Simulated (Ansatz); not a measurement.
# One shape, several levels: GaF (SMILES [F][Ga])

Wanted: a comparison of 6 runs (B2PLYP/STO-3G, BHLYP/STO-3G, CAM-B3LYP/STO-3G, SVWN5/STO-3G, wB97X/STO-3G, UMP2/STO-3G) of GaF. 

The results are computed with Ansatz 0.2.0.

51 further runs of the same task are left out: 25 that didn't finish, 26 set aside as unsound or not needed.

## Step 1: The structure to begin with

GaF: 2 atoms, total charge 0, spin state singlet. SMILES: `[F][Ga]`. The Ga2–F1 distance was set to 2.249 Å, away from the relaxed value.

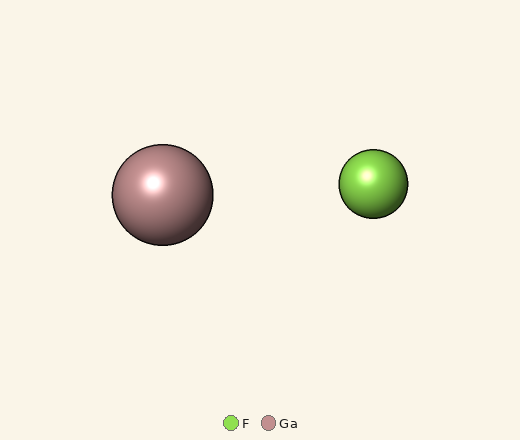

The structure, seen from a chosen angle (fluorine green, gallium pink).

## Step 2: A single-point energy at B2PLYP/STO-3G (run 1)

Input file in.yaml:

```yaml
crystal:
  periodic: [false, false, false]
  atoms:
    - {symbol: F, position_ang: [0.000000, 0.000000, -0.449750]}
    - {symbol: Ga, position_ang: [0.000000, 0.000000, 1.799150]}
basis:
  gaussian:
    orbitals: STO-3G
hamiltonian:
  xc: {name: B2PLYP}
correlation:
  frozen_orbitals: {F: 1, Ga: 9}
accuracy: high
```

Run with:

```bash
$ ansatz run in.yaml --threads 1 --pin off --max-ram 2610MiB --events-out events.jsonl --progress --plain --runs-dir runs
```

Standard output, cut to the lines that bear on the results:

```text
Warning: RAYON_NUM_THREADS=1 ignored (pool sized by the plan → 1); use --threads N
Functional definition: B2PLYP
  name "B2PLYP"
[...]
284 factors; integrals over basis functions are off by at most 3.3e-8 eV
[...]
mean field -54422.39557802 eV, -1999.9861486676 hartree, gradient 1.4e-8 eV, S^2 0.000000; 15 other end points of the search recorded, 0 dependent functions left out; unrestricted orbitals would lower it
10 core orbitals not correlated: weight in the atoms' cores, before any rotation towards them, 1.000 or more for the frozen orbitals, at most 0.000 for the correlated occupied ones
reference -54422.39559253 eV, -1999.9861492007 hartree; 10, 10 occupied and 3, 3 virtual orbitals, 284 factors
second order -5.43627698 eV of doubles, -0.00000000 eV of singles
Total energy: -54423.86338731 eV, -2000.0400896642 hartree
```

Run time: 11 s. Hardware: 1 thread of Arm Neoverse V1, shared host.

## Step 3: The energy at BHLYP/STO-3G (run 2)

Input file run.yaml:

```yaml
basis:
  gaussian: {orbitals: STO-3G}
crystal:
  periodic: [false, false, false]
  atoms:
    - {symbol: F, position_ang: [0.000000, 0.000000, -0.449750]}
    - {symbol: Ga, position_ang: [0.000000, 0.000000, 1.799150]}
accuracy: high
hamiltonian: {xc: {name: BHLYP}}
```

Run with:

```bash
$ ansatz run run.yaml --threads 1 --pin off --max-ram 2610MiB --events-out events.jsonl --progress --plain --runs-dir runs
```

Standard output, cut to the lines that bear on the results:

```text
Warning: RAYON_NUM_THREADS=1 ignored (pool sized by the plan → 1); use --threads N
Functional definition: BHLYP
  name "BHLYP"
[...]
284 factors; integrals over basis functions are off by at most 3.3e-8 eV
[...]
mean field -54435.54355728 eV, -2000.4693279935 hartree, gradient 4.8e-8 eV, S^2 0.000000; 13 other end points of the search recorded, 0 dependent functions left out
reference -54435.54357275 eV, -2000.4693285618 hartree; 20, 20 occupied and 3, 3 virtual orbitals, 284 factors
Total energy: -54435.54357275 eV, -2000.4693285618 hartree
```

Run time: 6.9 s. Hardware: 1 thread of Arm Neoverse V1, shared host.

## Step 4: The energy at CAM-B3LYP/STO-3G (run 3)

Input file run.yaml:

```yaml
crystal:
  periodic: [false, false, false]
  atoms:
    - symbol: F
      position_ang: [0.000000, 0.000000, -0.449750]
    - symbol: Ga
      position_ang: [0.000000, 0.000000, 1.799150]
basis:
  gaussian:
    orbitals: STO-3G
hamiltonian:
  xc: {name: CAM-B3LYP}
accuracy: high
```

Run with:

```bash
$ ansatz run run.yaml --threads 1 --pin off --max-ram 2610MiB --events-out events.jsonl --progress --plain --runs-dir runs
```

Standard output, cut to the lines that bear on the results:

```text
Warning: RAYON_NUM_THREADS=1 ignored (pool sized by the plan → 1); use --threads N
Functional definition: CAM-B3LYP
  name "CAM-B3LYP"
[...]
284 factors; integrals over basis functions are off by at most 3.3e-8 eV
102 factors; integrals over basis functions are off by at most 1.1e-9 eV
[...]
mean field -54435.58290181 eV, -2000.4707738784 hartree, gradient 2.8e-8 eV, S^2 0.000000; 15 other end points of the search recorded, 0 dependent functions left out
reference -54435.58291261 eV, -2000.4707742753 hartree; 20, 20 occupied and 3, 3 virtual orbitals, 284 factors
Total energy: -54435.58291261 eV, -2000.4707742753 hartree
```

It took 14 s on 1 thread of Arm Neoverse V1, shared host.

Runs 4 to 5 aren't shown in full; the table further down has their settings and results.

## Step 5: The energy at UMP2/STO-3G (run 6)

Input file input.yaml:

```yaml
crystal:
  periodic: [false, false, false]
  atoms:
    - symbol: F
      position_ang: [0.000000, 0.000000, -0.449750]
    - symbol: Ga
      position_ang: [0.000000, 0.000000, 1.799150]
basis:
  gaussian:
    orbitals: STO-3G
magnetization:
  spin_polarized: true
correlation:
  method: mp2
  frozen_orbitals: {F: 1, Ga: 9}
accuracy: high
```

Run with:

```bash
$ ansatz run input.yaml --threads 1 --pin off --max-ram 2610MiB --events-out events.jsonl --progress --plain --runs-dir runs
```

Standard output, cut to the lines that bear on the results:

```text
Warning: RAYON_NUM_THREADS=1 ignored (pool sized by the plan → 1); use --threads N
Functional definition: HF
  name "HF"
[...]
284 factors; integrals over basis functions are off by at most 3.3e-8 eV
[...]
mean field -54394.15207571 eV, -1998.9482191017 hartree, gradient 2.1e-8 eV, S^2 1.591784; 20 other end points of the search recorded, 0 dependent functions left out
10 core orbitals not correlated: weight in the atoms' cores, before any rotation towards them, 0.999 or more for the frozen orbitals, at most 0.000 for the correlated occupied ones
reference -54394.15207571 eV, -1998.9482191017 hartree; 10, 10 occupied and 3, 3 virtual orbitals, 284 factors
second order -0.44301278 eV of doubles, -0.00000000 eV of singles
Total energy: -54394.59508848 eV, -1998.9644995209 hartree
```

It took 1.9 s on 1 thread of Arm Neoverse V1, shared host.

## Step 6: Overview of the runs

| run | level | frozen core orbitals | energy (Eh) | wall time |
| --- | --- | --- | --- | --- |
| 1 | B2PLYP/STO-3G | 10 | -2000.040090 | 11 s |
| 2 | BHLYP/STO-3G | – | -2000.469329 | 6.9 s |
| 3 | CAM-B3LYP/STO-3G | – | -2000.470774 | 14 s |
| 4 | SVWN5/STO-3G | – | -1996.628742 | 4.2 s |
| 5 | wB97X/STO-3G | – | -2000.511300 | 47 s |
| 6 | UMP2/STO-3G | 10 | -1998.964500 | 1.9 s |

## Step 7: What came out

| quantity | value |
| --- | --- |
| run 6: total energy | -1998.96450 Eh |
| run 6: correlation energy (10 core orbitals frozen) | -16.3 mEh |
| run 6: ⟨S²⟩ of the reference determinant | 1.592 |

In words: Totals of different functionals can't be ranked against each other. In run 1 the log says that unrestricted orbitals would lower the reference, so the values rest on an unstable closed-shell determinant (other closed-shell runs at this shape may share the fault). In runs 1, 2, 3, 4, 5, 6 the basis is minimal, so the values are rough. Spin contamination of the reference: run 6 ⟨S²⟩ = 1.59. Where it is this large, the reference is a mixture of spin states, and values that rest on it are in doubt. All runs together took 86 s, the longest 47 s.
